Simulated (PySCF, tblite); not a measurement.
**C₆H₁₆N+: a rotation path, then NMR shifts on frames**

Aim: move C₆H₁₆N+ (`CCCC(C)(C)[NH3+]`) away from its starting geometry and see how NMR shifts follow the geometry.

Programs: tblite 0.8.0 and PySCF 2.14.0, with density-fitted response routines of our own. Each step states its level of theory. These are calculated values for one molecule in the gas phase, unless marked as measured. Atoms count from 0, in the outputs and in this text.

## 1. The starting structure

23 atoms, charge 1, multiplicity 1; geometry from: GFN2-xTB.

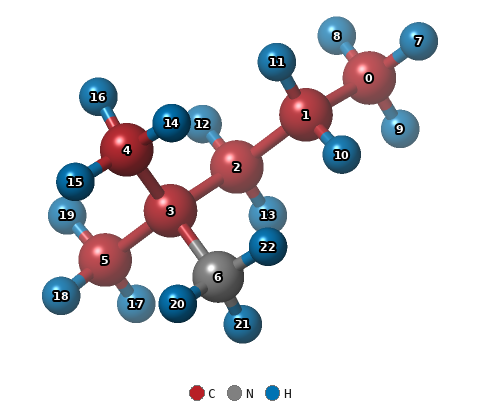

As it starts; carbon red, nitrogen grey, hydrogen blue, atoms numbered; sticks join atoms by distance.

## 2. A band between two rotamers with GFN2-xTB

What the job is given:

```
{"job": {"kind": "neb", "xc": "GFN2-xTB", "basis": "xTB", "atoms": [0, 1, 2, 3], "turn": 120}, "charge": 1, "multiplicity": 1}
C      2.967118     0.205400    -0.062375
C      1.516782     0.597833    -0.323394
C      0.573397    -0.489570     0.198060
C     -0.923023    -0.203602     0.050783
C     -1.334982     0.151028    -1.369177
C     -1.753200    -1.356598     0.595720
N     -1.236562     1.011707     0.917739
H      3.638486     0.978345    -0.423963
H      3.209073    -0.722434    -0.573055
H      3.144744     0.068220     1.001368
H      1.328865     1.557926     0.169441
H      1.378317     0.733784    -1.395686
H      0.790979    -1.413048    -0.338952
H      0.798365    -0.678316     1.250933
H     -0.881935     1.080853    -1.702237
H     -2.415819     0.238408    -1.451014
H     -1.017741    -0.633350    -2.049470
H     -1.464834    -1.609919     1.613349
H     -2.815754    -1.125598     0.576335
H     -1.601006    -2.239948    -0.016822
H     -2.210060     1.307428     0.780895
H     -1.090466     0.788072     1.909392
H     -0.605495     1.780365     0.652209
```

Method: GFN2-xTB climbing-image nudged elastic band, gas phase.

Started as:

```bash
> OMP_NUM_THREADS=1 python probes_run.py task.json out
```

One launch serves the whole session: the jobs run in the order shown.

The log of the run:

```text
image   E - E0 / eV
  0      -0.0000
  1       0.0060
  2       0.0242
  3       0.0506
  4       0.0764
  5       0.0924
  6       0.0932
  7       0.0816
  8       0.0710
```

Run time: 3 s. Hardware: 1 thread of AMD EPYC 9R14, shared host; peak memory 0.19 GiB.

The final band, with the dihedral C0–C1–C2–C3:

```tsv
image	dihedral (°)	energy (eV)	energy (kcal/mol)
0	178	0.000	0.0
1	187	0.006	0.1
2	197	0.024	0.6
3	208	0.051	1.2
4	219	0.076	1.8
5	230	0.092	2.1
6	241	0.093	2.1
7	252	0.082	1.9
8	263	0.071	1.6
```

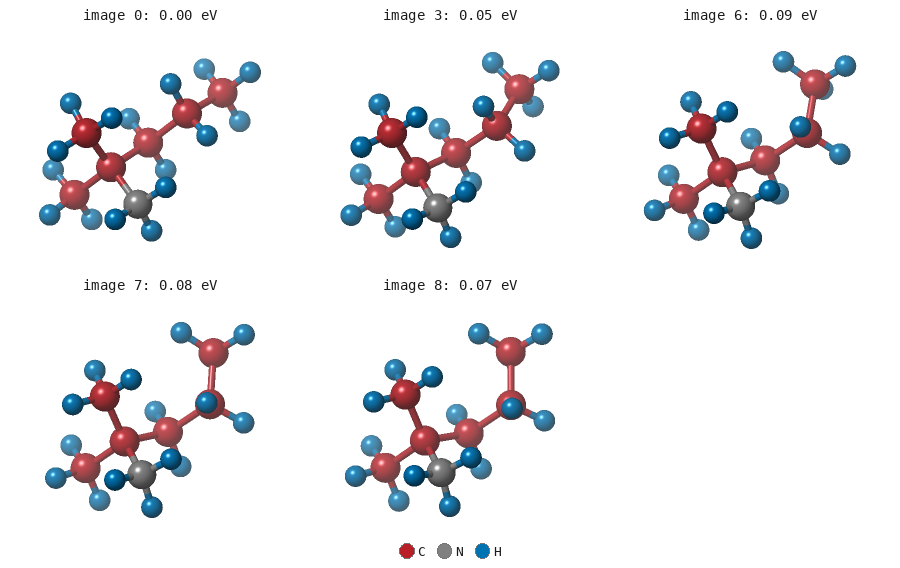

Images along the band.

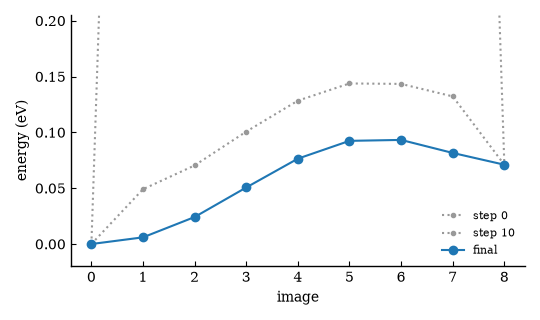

Energy along the band, early and final.

## 3. Nuclear shieldings: image 0, PBE0/pcSseg-1

What the job is given:

```
{"job": {"kind": "nmr", "xc": "PBE0", "basis": "pcSseg-1", "pop": false}, "charge": 1, "multiplicity": 1}
C      2.967100     0.205400    -0.062400
C      1.516800     0.597800    -0.323400
C      0.573400    -0.489600     0.198100
C     -0.923000    -0.203600     0.050800
C     -1.335000     0.151000    -1.369200
C     -1.753200    -1.356600     0.595700
N     -1.236600     1.011700     0.917700
H      3.638500     0.978300    -0.424000
H      3.209100    -0.722400    -0.573100
H      3.144700     0.068200     1.001400
H      1.328900     1.557900     0.169400
H      1.378300     0.733800    -1.395700
H      0.791000    -1.413000    -0.339000
H      0.798400    -0.678300     1.250900
H     -0.881900     1.080900    -1.702200
H     -2.415800     0.238400    -1.451000
H     -1.017700    -0.633400    -2.049500
H     -1.464800    -1.609900     1.613300
H     -2.815800    -1.125600     0.576300
H     -1.601000    -2.239900    -0.016800
H     -2.210100     1.307400     0.780900
H     -1.090500     0.788100     1.909400
H     -0.605500     1.780400     0.652200
```

With the program's defaults for keys left out, this is: GIAO PBE0/pcSseg-1 NMR shielding, non-relativistic, gas phase.

The log of the run:

```text
coarse grid: 17504 points
cycle   1  E = -292.2966811244  dE =  7.914e-01  |g| = 4.877e-01  |ddm| = 3.876e+00
cycle   2  E = -292.2930896239  dE =  3.592e-03  |g| = 5.313e-01  |ddm| = 1.152e+00
cycle   3  E = -292.3628889635  dE = -6.980e-02  |g| = 4.953e-02  |ddm| = 5.062e-01
cycle   4  E = -292.3632467265  dE = -3.578e-04  |g| = 2.468e-02  |ddm| = 4.523e-02
cycle   5  E = -292.3633728357  dE = -1.261e-04  |g| = 4.284e-03  |ddm| = 1.937e-02
cycle   6  E = -292.3633769874  dE = -4.152e-06  |g| = 6.513e-04  |ddm| = 5.216e-03
final grid: 164192 points
cycle   7  E = -292.4039398905  dE = -7.682e-05  |g| = 1.099e-02  |ddm| = 4.804e-02
cycle   8  E = -292.4039329270  dE =  6.964e-06  |g| = 1.229e-02  |ddm| = 1.878e-02
cycle   9  E = -292.4039702977  dE = -3.737e-05  |g| = 5.752e-04  |ddm| = 9.973e-03
cycle  10  E = -292.4039703538  dE = -5.610e-08  |g| = 2.883e-04  |ddm| = 8.954e-04
cycle  11  E = -292.4039703722  dE = -1.838e-08  |g| = 3.601e-05  |ddm| = 2.381e-04
cycle  12  E = -292.4039703724  dE = -2.537e-10  |g| = 1.257e-05  |ddm| = 4.217e-05
converged SCF energy = -292.4039703724

GIAO shielding tensors (ppm)
atom      isotropic    diamagn.    paramagn.     s11        s22        s33       span
  0 C      171.232     244.063     -72.831    160.614    164.604    188.479     27.864
  1 C      165.805     251.020     -85.215    158.844    167.768    170.804     11.960
  2 C      141.861     252.795    -110.934    121.105    136.068    168.409     47.303
  3 C      121.637     250.658    -129.021    104.100    108.452    152.360     48.260
  4 C      161.680     248.652     -86.972    145.725    152.982    186.334     40.609
  5 C      156.648     246.435     -89.787    137.912    143.174    188.858     50.946
  6 N      183.065     323.696    -140.632    155.649    176.387    217.157     61.508
  7 H       29.859      26.502       3.357     24.802     26.854     37.921     13.119
  8 H       30.352      28.219       2.132     25.665     28.374     37.016     11.351
  9 H       30.593      28.579       2.014     25.874     28.792     37.114     11.240
 10 H       30.844      33.817      -2.973     24.985     32.451     35.096     10.112
 11 H       29.922      32.946      -3.024     23.891     31.061     34.813     10.922
 12 H       29.656      34.816      -5.160     24.846     30.216     33.907      9.061
 13 H       30.210      35.629      -5.418     25.330     31.227     34.074      8.745
 14 H       30.056      31.970      -1.914     25.325     29.239     35.604     10.279
 15 H       30.226      31.129      -0.903     25.970     27.978     36.730     10.760
 16 H       29.886      30.958      -1.072     25.812     27.114     36.733     10.921
 17 H       30.184      30.528      -0.343     25.933     27.983     36.637     10.705
 18 H       30.137      30.161      -0.025     25.982     27.555     36.874     10.893
 19 H       29.571      29.680      -0.109     25.630     26.931     36.151     10.521
 20 H       27.348      30.278      -2.930     21.958     23.739     36.346     14.388
 21 H       27.554      31.664      -4.110     22.630     23.387     36.644     14.014
 22 H       26.265      32.816      -6.551     19.151     25.375     34.269     15.119
```

Run time: 25 s. Hardware: 1 thread of AMD EPYC 9R14, shared host; peak memory 0.9 GiB.

Shifts follow as δ = σ(reference) − σ, with reference shieldings (ppm) from runs at the same level and on the same kind of geometry: 1H TMS 31.72, 13C TMS 186.9, 15N NH3 267.7. The references are single molecules in the gas phase, so shifts against H2O, NH3, PH3, H3PO4 or CFCl3 are not on the usual liquid scales and can be off by tens of ppm. Each atom is listed at this fixed geometry, with no averaging over motion; a spectrum would average atoms that exchange fast.

```tsv
atoms	environment	σ (ppm)	δ (ppm)
C3	fully substituted sp3 carbon bonded to N	121.6	65.3
C2	sp3 CH2	141.9	45.1
C5	methyl carbon	156.6	30.3
C4	methyl carbon	161.7	25.2
C1	sp3 CH2	165.8	21.1
C0	methyl carbon	171.2	15.7
H22	hydrogen on an ammonium nitrogen	26.26	5.45
H20	hydrogen on an ammonium nitrogen	27.35	4.37
H21	hydrogen on an ammonium nitrogen	27.55	4.16
H19	hydrogen on a methyl carbon	29.57	2.15
H12	hydrogen on an sp3 CH2	29.66	2.06
H7	hydrogen on a methyl carbon	29.86	1.86
H16	hydrogen on a methyl carbon	29.89	1.83
H11	hydrogen on an sp3 CH2	29.92	1.80
H14	hydrogen on a methyl carbon	30.06	1.66
H18	hydrogen on a methyl carbon	30.14	1.58
H17	hydrogen on a methyl carbon	30.18	1.53
H13	hydrogen on an sp3 CH2	30.21	1.51
H15	hydrogen on a methyl carbon	30.23	1.49
H8	hydrogen on a methyl carbon	30.35	1.37
H9	hydrogen on a methyl carbon	30.59	1.12
H10	hydrogen on an sp3 CH2	30.84	0.87
N6	ammonium nitrogen	183.1	84.7
```

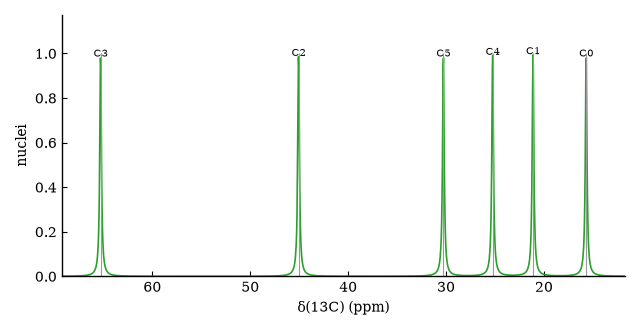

13C lines at the computed shifts, without couplings. Lines are broadened to a width of 0.20 ppm (Lorentzian).

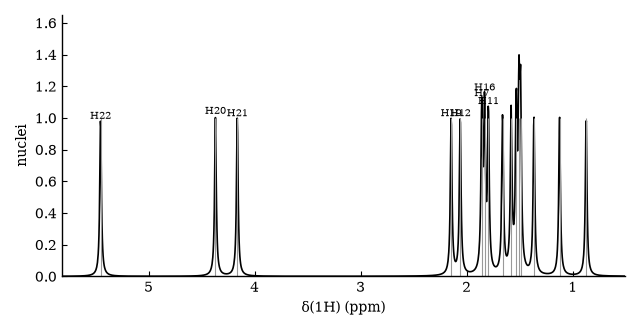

1H lines at the computed shifts, without couplings. Lines are broadened to a width of 0.02 ppm (Lorentzian).

## 4. Shielding tensors: image 3, PBE0/pcSseg-1

What the job is given:

```
{"job": {"kind": "nmr", "xc": "PBE0", "basis": "pcSseg-1", "pop": false}, "charge": 1, "multiplicity": 1}
C      2.917500     0.118700    -0.325600
C      1.534900     0.699900    -0.044100
C      0.573300    -0.412000     0.398400
C     -0.908100    -0.190100     0.086400
C     -1.182900     0.051700    -1.389100
C     -1.744300    -1.347700     0.611200
N     -1.360000     1.062800     0.831000
H      3.607700     0.905400    -0.614200
H      2.861000    -0.601400    -1.138500
H      3.317800    -0.383200     0.550900
H      1.621000     1.463400     0.733200
H      1.182700     1.179200    -0.958300
H      0.866900    -1.335000    -0.101700
H      0.693500    -0.584700     1.470300
H     -0.724300     0.969600    -1.744900
H     -2.249700     0.101100    -1.588500
H     -0.777300    -0.765800    -1.976400
H     -1.552500    -1.530500     1.665600
H     -2.807800    -1.171200     0.470300
H     -1.491700    -2.255500     0.071700
H     -2.327300     1.295100     0.574500
H     -1.310600     0.910200     1.845800
H     -0.744400     1.846900     0.582000
```

With the program's defaults for keys left out, this is: GIAO PBE0/pcSseg-1 NMR shielding, non-relativistic, gas phase.

The log of the run:

```text
coarse grid: 17504 points
cycle   1  E = -292.2936378956  dE =  7.905e-01  |g| = 4.886e-01  |ddm| = 3.873e+00
cycle   2  E = -292.2896233212  dE =  4.015e-03  |g| = 5.341e-01  |ddm| = 1.157e+00
cycle   3  E = -292.3599250581  dE = -7.030e-02  |g| = 4.874e-02  |ddm| = 5.090e-01
cycle   4  E = -292.3602712359  dE = -3.462e-04  |g| = 2.422e-02  |ddm| = 4.426e-02
cycle   5  E = -292.3603920829  dE = -1.208e-04  |g| = 4.401e-03  |ddm| = 1.888e-02
cycle   6  E = -292.3603964116  dE = -4.329e-06  |g| = 6.285e-04  |ddm| = 5.082e-03
final grid: 164192 points
cycle   7  E = -292.4016892642  dE = -8.449e-05  |g| = 1.114e-02  |ddm| = 5.442e-02
cycle   8  E = -292.4016822323  dE =  7.032e-06  |g| = 1.243e-02  |ddm| = 1.910e-02
cycle   9  E = -292.4017205315  dE = -3.830e-05  |g| = 5.502e-04  |ddm| = 1.002e-02
cycle  10  E = -292.4017205817  dE = -5.019e-08  |g| = 2.884e-04  |ddm| = 9.306e-04
cycle  11  E = -292.4017206002  dE = -1.847e-08  |g| = 4.067e-05  |ddm| = 2.473e-04
cycle  12  E = -292.4017206005  dE = -3.271e-10  |g| = 1.245e-05  |ddm| = 4.424e-05
converged SCF energy = -292.4017206005

GIAO shielding tensors (ppm)
atom      isotropic    diamagn.    paramagn.     s11        s22        s33       span
  0 C      169.931     244.095     -74.165    153.224    168.866    187.702     34.477
  1 C      168.677     251.814     -83.137    160.723    168.803    176.505     15.782
  2 C      142.738     252.429    -109.691    121.009    138.102    169.103     48.093
  3 C      121.160     250.689    -129.529    102.740    108.670    152.070     49.330
  4 C      162.389     248.916     -86.527    144.383    154.762    188.023     43.640
  5 C      156.637     246.670     -90.033    137.598    143.301    189.012     51.414
  6 N      183.446     323.410    -139.964    158.753    175.009    216.575     57.822
  7 H       29.966      26.628       3.338     24.854     26.802     38.243     13.390
  8 H       30.531      28.999       1.532     25.801     29.092     36.698     10.897
  9 H       30.274      28.119       2.155     25.648     28.249     36.925     11.277
 10 H       30.391      32.536      -2.145     24.978     30.062     36.133     11.155
 11 H       30.229      34.133      -3.904     24.301     31.963     34.422     10.121
 12 H       30.045      35.220      -5.175     24.618     31.007     34.511      9.893
 13 H       29.734      35.019      -5.285     25.282     30.367     33.553      8.271
 14 H       29.887      32.123      -2.237     25.037     29.322     35.302     10.265
 15 H       30.288      31.304      -1.016     26.059     28.034     36.773     10.714
 16 H       29.992      31.173      -1.181     25.826     27.307     36.842     11.017
 17 H       30.210      30.568      -0.358     25.975     27.991     36.664     10.689
 18 H       30.166      30.194      -0.028     25.975     27.575     36.947     10.971
 19 H       29.581      29.758      -0.176     25.621     27.001     36.122     10.501
 20 H       27.328      30.087      -2.759     21.894     23.711     36.377     14.483
 21 H       27.437      31.293      -3.856     22.436     23.272     36.603     14.167
 22 H       26.674      32.545      -5.871     19.926     25.666     34.429     14.503
```

It took 26 s on 1 thread of AMD EPYC 9R14, shared host; peak memory 0.9 GiB.

This run: δ C3 65.8, C2 44.2, C5 30.3, C4 24.5, H22 5.04, H20 4.39 ppm.

(Part 1 of 2 ends here.)
